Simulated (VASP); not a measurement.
Band structure of Fe (bcc). Computed with MS2 meta-GGA, VASP's PBE PAW potentials (set 64) (plane waves; VASP 6.6.1).

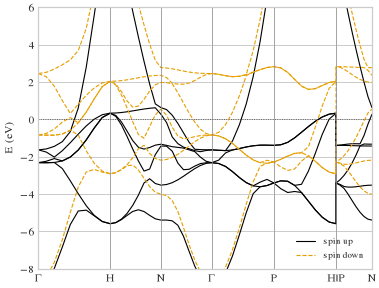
*Bands along high-symmetry lines, zero at the valence-band maximum or, without a gap, the Fermi level*

Read the plot: is there a gap, and where are the band edges?

It has no gap at this level: it comes out as a metal or semimetal.

The compound is Fe in the bcc structure. It was relaxed first, which changed the volume by -8 %.
